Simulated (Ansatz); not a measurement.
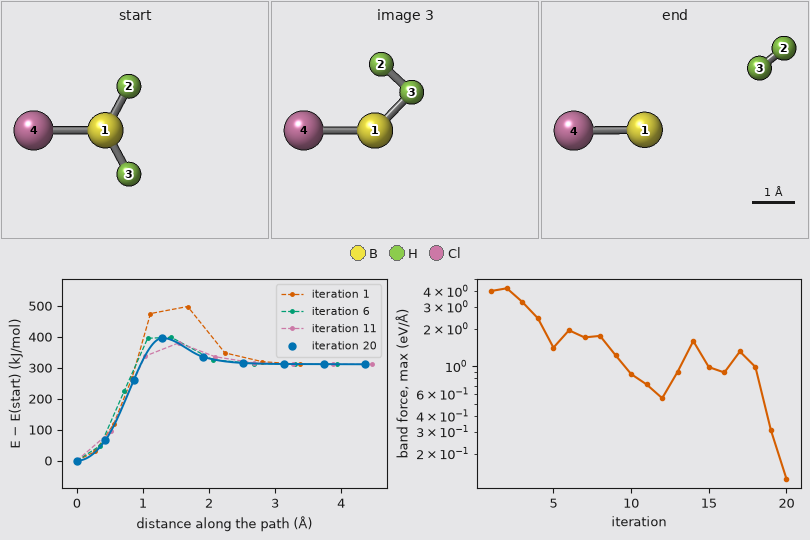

A nudged-elastic-band calculation for BH$_{2}$Cl. Images are numbered from 0 (start) to 8 (end). The plot follows the band through its iterations. Style: ball-and-stick. Shown at a tilt.

Method: RKS PBE0/def2-SVP in Ansatz 0.2.0. Settings: 7 movable images; climbing image; force threshold 0.2 eV/Å; iteration limit 60; starting path through a guess of the saddle point.

Did the band converge, and can the barrier be trusted?

The run is converged, with reservations. The band converged in 20 iterations. The largest component of the band force went from 4 to 0.13 eV/Å. The climbing image converged on the top of the path. Its curvatures weren't checked. The force threshold is loose. The first iteration put the highest image at 498.1 kJ/mol. Forward barrier 396.3 kJ/mol, backward barrier 84.7 kJ/mol, with image 3 at the top; the reaction energy is +311.5 kJ/mol.
